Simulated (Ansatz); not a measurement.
SiH3ClF: geometry relaxation

- system: SiH3ClF, multiplicity 2
- method: UKS BHLYP-D4/def2-SVP (Ansatz 0.2.0)

The input holds or restrains some coordinates. It belongs to a series of runs on one base structure; here: pulled along the bonds that form and break, towards end B.

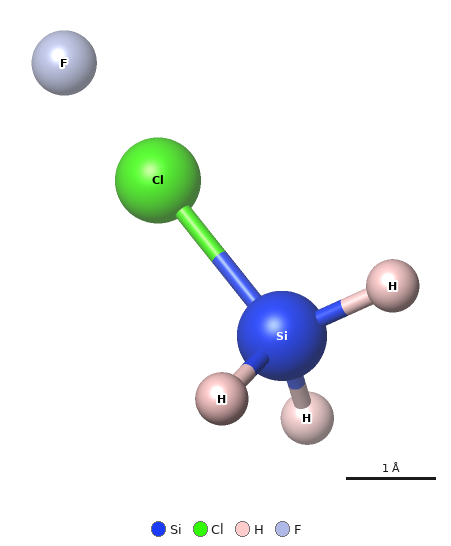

Figure 1. The starting structure (ball-and-stick view, seen at an oblique angle). Bond lengths as drawn: Cl–Si 2.38 Å and H–Si 1.46 Å.

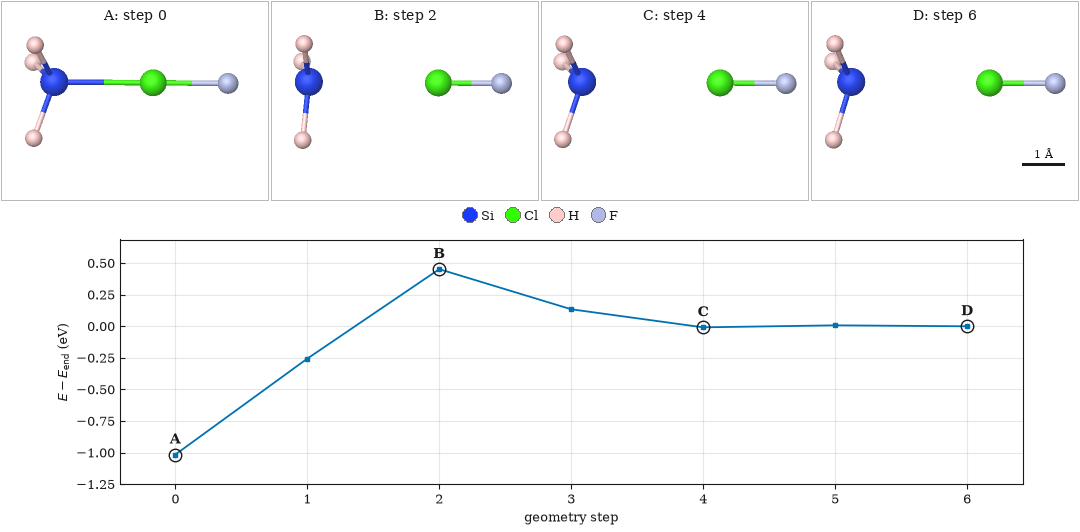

Figure 2. Frames of the restrained relaxation (ball-and-stick view, seen at a tilt) above the curves, on which the letters mark them (the first geometry is step 0 here and step 1 in the log).

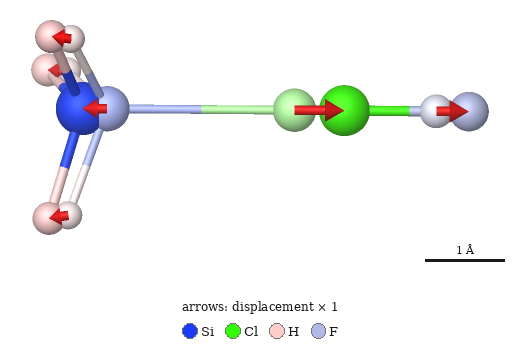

Figure 3. Start (faint) and end (solid) with the displacements as red arrows, at true length (ball-and-stick view, seen at a tilt). The two geometries are laid on each other by the best rigid fit. Cl2 moves most after the best rigid fit: 0.63 Å. Largest moves by element: Cl 0.63 Å, F 0.41 Å, Si 0.31 Å, H 0.25 Å. Distances before and after: Si1–Cl2 2.380 → 3.326 Å, Cl2–F6 1.800 → 1.581 Å, Si1–H3 1.460 → 1.478 Å. Bonds break: Si1–Cl2 (2.38 → 3.33 Å). Among the angles that change: H3–Si1–H4 109.5° → 112.3°. After 6 geometry steps the energy has risen by 1.015 eV. The largest force component goes from 5 to 2.5 eV/Å. (Atoms are counted from 1 in the order of the input.)

The input and output of the run follow.

**Input file**
```yaml
crystal:
  periodic: [false, false, false]
  atoms:
    - { symbol: Si, position_ang: [0.0, 0.0, 0.0] }
    - { symbol: Cl, position_ang: [0.0, 0.0, 2.38] }
    - { symbol: H, position_ang: [1.3768, 0.0, -0.4862] }
    - { symbol: H, position_ang: [-0.6877, 1.1914, -0.4862] }
    - { symbol: H, position_ang: [-0.6877, -1.1914, -0.4862] }
    - { symbol: F, position_ang: [0.0, 0.0, 4.18] }
magnetization:
  spin_polarized: true
  initial_magnetization: 1
basis:
  gaussian: { orbitals: def2-SVP }
hamiltonian:
  xc: { name: BHLYP }
  dispersion: d4
relax:
  f_tol: 0.15
  max_steps: 25
  restrain:
    - { distance: [1, 5], at: 1.5, k: 30.0 }
    - { distance: [0, 1], at: 3.33, k: 30.0 }
```

Command:
```bash
ansatz run input.yaml --threads 1 --pin off --max-ram 2048MiB --backend cpu --events-out ev --progress --plain --runs-dir out
```

**What the program printed**
```
The last accepted step is kept in [file] (removed where the run ends without a failure and the disk answers)
Engine: ansatz 0.2.0, aarch64-unknown-linux-gnu
Functional definition: BHLYP
  parameter a = 0.5
  exchange = (1 - a)*b88_x + a*exact_x
  correlation = lyp_c
647 factors; integrals over basis functions are off by at most 5.9e-4 eV
mean field evaluation 1: about -23150.8615 eV, gradient 2.0e1 eV
mean field evaluation 2: about -23149.6417 eV, gradient 3.0e1 eV
mean field evaluation 4: about -23152.8135 eV, gradient 1.3e0 eV
mean field evaluation 8: about -23152.8737 eV, gradient 7.4e-2 eV
mean field evaluation 16: about -23152.8737 eV, gradient 6.7e-5 eV
mean field -23152.87373916 eV, -850.8524163326 hartree, gradient 6.7e-5 eV, S^2 0.775106; 0 other end points of the search recorded, 0 dependent functions left out
the calculation of the forces begins
reference -23152.87387591 eV, -850.8524213581 hartree; 22, 21 occupied and 43, 44 virtual orbitals, 647 factors
relax step   1: F+E_penalty+E_count = -23152.98708357 eV  Δ(F+E_penalty+E_count) = +0.000e0 eV  max|allowed force component| = 5.004e0 eV/Å  E_restraint = 14.88750000 eV  max|allowed force component, restraints' pulls added| = 3.250e1 eV/Å  Δτ_max = 0.0000 Å  (34 SCF iters, accepted)
  distance Cl 1 - F 5 = 1.8000 Å
  distance Si 0 - Cl 1 = 2.3800 Å
these checks for a lower state are left out or cut short: starts, cluster_reference, orbital_swaps, neighbouring_geometries, increment
647 factors; integrals over basis functions are off by at most 5.6e-4 eV
mean field -23152.11084550 eV, -850.8243805078 hartree, gradient 1.5e-5 eV, S^2 0.771652; 0 other end points of the search recorded, 0 dependent functions left out
the calculation of the forces begins
reference -23152.11098197 eV, -850.8243855228 hartree; 22, 21 occupied and 43, 44 virtual orbitals, 647 factors
relax step   2: F+E_penalty+E_count = -23152.22779514 eV  Δ(F+E_penalty+E_count) = +7.593e-1 eV  max|allowed force component| = 2.473e0 eV/Å  E_restraint = 5.64265155 eV  max|allowed force component, restraints' pulls added| = 2.057e1 eV/Å  Δτ_max = 0.1949 Å  (43 SCF iters, accepted)
  distance Cl 1 - F 5 = 1.6824 Å
  distance Si 0 - Cl 1 = 2.7444 Å
these checks for a lower state are left out or cut short: starts, cluster_reference, orbital_swaps, neighbouring_geometries, increment
647 factors; integrals over basis functions are off by at most 5.6e-4 eV
mean field evaluation 32: about -23151.4073 eV, gradient 1.9e-4 eV
mean field -23151.40728977 eV, -850.7985253115 hartree, gradient 1.1e-5 eV, S^2 0.754799; 0 other end points of the search recorded, 0 dependent functions left out
the calculation of the forces begins
reference -23151.40742665 eV, -850.7985303418 hartree; 22, 21 occupied and 43, 44 virtual orbitals, 647 factors
relax step   3: F+E_penalty+E_count = -23151.51966251 eV  Δ(F+E_penalty+E_count) = +7.081e-1 eV  max|allowed force component| = 5.821e0 eV/Å  E_restraint = 0.70008188 eV  max|allowed force component, restraints' pulls added| = 5.426e0 eV/Å  Δτ_max = 0.1947 Å  (41 SCF iters, accepted)
  distance Cl 1 - F 5 = 1.5182 Å
  distance Si 0 - Cl 1 = 3.1147 Å
these checks for a lower state are left out or cut short: starts, cluster_reference, orbital_swaps, neighbouring_geometries, increment
647 factors; integrals over basis functions are off by at most 6.3e-4 eV
mean field -23151.73138071 eV, -850.8104354340 hartree, gradient 1.5e-5 eV, S^2 0.754764; 0 other end points of the search recorded, 0 dependent functions left out
the calculation of the forces begins
reference -23151.73151816 eV, -850.8104404851 hartree; 22, 21 occupied and 43, 44 virtual orbitals, 647 factors
relax step   4: F+E_penalty+E_count = -23151.83712662 eV  Δ(F+E_penalty+E_count) = -3.175e-1 eV  max|allowed force component| = 2.568e0 eV/Å  E_restraint = 0.11953033 eV  max|allowed force component, restraints' pulls added| = 7.566e-1 eV/Å  Δτ_max = 0.1945 Å  (37 SCF iters, accepted)
  distance Cl 1 - F 5 = 1.5856 Å
  distance Si 0 - Cl 1 = 3.3048 Å
these checks for a lower state are left out or cut short: starts, cluster_reference, orbital_swaps, neighbouring_geometries, increment
649 factors; integrals over basis functions are off by at most 6.6e-4 eV
mean field -23151.87682878 eV, -850.8157805519 hartree, gradient 1.2e-5 eV, S^2 0.752529; 0 other end points of the search recorded, 0 dependent functions left out
the calculation of the forces begins
reference -23151.87697107 eV, -850.8157857809 hartree; 22, 21 occupied and 43, 44 virtual orbitals, 649 factors
relax step   5: F+E_penalty+E_count = -23151.98010124 eV  Δ(F+E_penalty+E_count) = -1.430e-1 eV  max|allowed force component| = 2.301e0 eV/Å  E_restraint = 0.11381129 eV  max|allowed force component, restraints' pulls added| = 6.532e-1 eV/Å  Δτ_max = 0.1558 Å  (37 SCF iters, accepted)
  distance Cl 1 - F 5 = 1.5862 Å
  distance Si 0 - Cl 1 = 3.3178 Å
these checks for a lower state are left out or cut short: starts, cluster_reference, orbital_swaps, neighbouring_geometries, increment
649 factors; integrals over basis functions are off by at most 6.9e-4 eV
mean field -23151.86083609 eV, -850.8151928315 hartree, gradient 1.4e-5 eV, S^2 0.752712; 0 other end points of the search recorded, 0 dependent functions left out
the calculation of the forces begins
reference -23151.86097750 eV, -850.8151980280 hartree; 22, 21 occupied and 43, 44 virtual orbitals, 649 factors
relax step   6: F+E_penalty+E_count = -23151.96423434 eV  Δ(F+E_penalty+E_count) = +1.587e-2 eV  max|allowed force component| = 2.629e0 eV/Å  E_restraint = 0.09414230 eV  max|allowed force component, restraints' pulls added| = 1.672e-1 eV/Å  Δτ_max = 0.0406 Å  (38 SCF iters, accepted)
  distance Cl 1 - F 5 = 1.5792 Å
  distance Si 0 - Cl 1 = 3.3271 Å
these checks for a lower state are left out or cut short: starts, cluster_reference, orbital_swaps, neighbouring_geometries, increment
649 factors; integrals over basis functions are off by at most 6.7e-4 eV
mean field evaluation 64: about -23151.8686 eV, gradient 2.6e-3 eV
mean field -23151.86859626 eV, -850.8154780124 hartree, gradient 1.3e-5 eV, S^2 0.752588; 0 other end points of the search recorded, 0 dependent functions left out
the calculation of the forces begins
reference -23151.86873803 eV, -850.8154832225 hartree; 22, 21 occupied and 43, 44 virtual orbitals, 649 factors
relax step   7: F+E_penalty+E_count = -23151.97185955 eV  Δ(F+E_penalty+E_count) = -7.625e-3 eV  max|allowed force component| = 2.544e0 eV/Å  E_restraint = 0.09786210 eV  max|allowed force component, restraints' pulls added| = 1.344e-2 eV/Å  Δτ_max = 0.0199 Å  (34 SCF iters, accepted)
  distance Cl 1 - F 5 = 1.5807 Å
  distance Si 0 - Cl 1 = 3.3259 Å
649 factors; integrals over basis functions are off by at most 6.7e-4 eV
mean field -23151.86859626 eV, -850.8154780124 hartree, gradient 1.3e-5 eV, S^2 0.752588; 1 other end points of the search recorded, 0 dependent functions left out
the calculation of the forces begins
reference -23151.86873803 eV, -850.8154832225 hartree; 22, 21 occupied and 43, 44 virtual orbitals, 649 factors
Total energy: -23151.97200133 eV, -850.8192780785 hartree
Atom 0 at     0.000090    -0.000000    -0.313002 Å, force    -0.000330    -0.000000     0.132483 eV/Å
Atom 1 at     0.000319    -0.000000     3.012873 Å, force     0.000151    -0.000000    -2.543968 eV/Å
Atom 2 at     1.417924     0.000000    -0.729809 Å, force     0.013436    -0.000000    -0.003318 eV/Å
Atom 3 at    -0.708463     1.227681    -0.731100 Å, force    -0.006470     0.011223    -0.003021 eV/Å
Atom 4 at    -0.708463    -1.227681    -0.731100 Å, force    -0.006470    -0.011223    -0.003021 eV/Å
Atom 5 at    -0.000008     0.000000     4.593539 Å, force    -0.000317     0.000000     2.420846 eV/Å
Dipole moment:     0.000017    -0.000000    -0.416811 e Å
```

**Trajectory as extended XYZ (Å, eV, eV/Å), 7 frames, from step=1 to step=7**
```
6
Properties=species:S:1:pos:R:3:forces:R:3 step=1 energy=-23152.98708
Si    0.0000    0.0000    0.0000    0.0219   0.0000   1.2112
Cl    0.0000    0.0000    2.3800   -0.0001   0.0000  -5.0040
H     1.3768    0.0000   -0.4862    0.3677   0.0000   0.2007
H    -0.6877    1.1914   -0.4862   -0.1947   0.3373   0.1936
H    -0.6877   -1.1914   -0.4862   -0.1947  -0.3373   0.1936
F     0.0000    0.0000    4.1800   -0.0001   0.0000   3.2049
6
Properties=species:S:1:pos:R:3:forces:R:3 step=2 energy=-23152.22779
Si    0.0002    0.0000   -0.1949    0.0121   0.0000   1.5811
Cl    0.0000    0.0000    2.5495    0.0002   0.0000  -2.4731
H     1.4001    0.0000   -0.4950    0.8215   0.0000  -0.3180
H    -0.6995    1.2118   -0.4951   -0.4168   0.7227  -0.3208
H    -0.6995   -1.2118   -0.4951   -0.4168  -0.7227  -0.3208
F     0.0000    0.0000    4.2320   -0.0001   0.0000   1.8517
6
Properties=species:S:1:pos:R:3:forces:R:3 step=3 energy=-23151.51966
Si    0.0004    0.0000   -0.3705    0.0025   0.0000   1.0321
Cl   -0.0001    0.0000    2.7442   -0.0001   0.0000  -5.7884
H     1.4241    0.0000   -0.5115    0.7927   0.0000  -0.3549
H    -0.7115    1.2327   -0.5116   -0.3976   0.6900  -0.3552
H    -0.7115   -1.2327   -0.5116   -0.3976  -0.6900  -0.3552
F     0.0000    0.0000    4.2624    0.0001   0.0000   5.8215
6
Properties=species:S:1:pos:R:3:forces:R:3 step=4 energy=-23151.83713
Si    0.0004    0.0000   -0.4336    0.0002   0.0000   1.0518
Cl   -0.0002    0.0000    2.8713   -0.0001   0.0000  -2.5683
H     1.4458    0.0000   -0.5978    0.2628   0.0000  -0.3045
H    -0.7223    1.2516   -0.5977   -0.1316   0.2286  -0.3046
H    -0.7223   -1.2516   -0.5977   -0.1316  -0.2286  -0.3046
F     0.0000    0.0000    4.4569    0.0002   0.0000   2.4302
6
Properties=species:S:1:pos:R:3:forces:R:3 step=5 energy=-23151.98010
Si    0.0006    0.0000   -0.2915   -0.0007   0.0000  -0.1196
Cl   -0.0022    0.0000    3.0262   -0.0036   0.0000  -2.3013
H     1.4070    0.0000   -0.7486    0.0504   0.0000   0.0812
H    -0.7027    1.2180   -0.7486   -0.0252   0.0440   0.0806
H    -0.7027   -1.2180   -0.7486   -0.0252  -0.0440   0.0806
F     0.0014    0.0000    4.6125    0.0043   0.0000   2.1785
6
Properties=species:S:1:pos:R:3:forces:R:3 step=6 energy=-23151.96423
Si   -0.0002    0.0000   -0.3281    0.0022   0.0000   0.2511
Cl    0.0064    0.0000    2.9989    0.0129   0.0000  -2.6293
H     1.4302    0.0000   -0.7155   -0.1034   0.0000  -0.0430
H    -0.7153    1.2388   -0.7160    0.0517  -0.0900  -0.0414
H    -0.7153   -1.2388   -0.7160    0.0517   0.0900  -0.0414
F    -0.0045    0.0000    4.5781   -0.0150   0.0000   2.5038
6
Properties=species:S:1:pos:R:3:forces:R:3 step=7 energy=-23151.97186
Si    0.0001    0.0000   -0.3130   -0.0003   0.0000   0.1325
Cl    0.0003    0.0000    3.0129    0.0002   0.0000  -2.5440
H     1.4179    0.0000   -0.7298    0.0134   0.0000  -0.0033
H    -0.7085    1.2277   -0.7311   -0.0065   0.0112  -0.0030
H    -0.7085   -1.2277   -0.7311   -0.0065  -0.0112  -0.0030
F     0.0000    0.0000    4.5935   -0.0003   0.0000   2.4208
```

**Results in brief**

```csv
quantity,value
outcome,converged under the restraints of the input
total energy,−23151.9720 eV
mean-field energy,−23151.8687 eV
⟨S²⟩,0.753
"largest force (length of the vector) at the end, held atoms and coordinates included",2.544 eV/Å
hardware,"1 thread of Arm Neoverse V1, 24 GiB of memory available, shared host"
wall time,29 s
peak memory,0.15 GiB
```
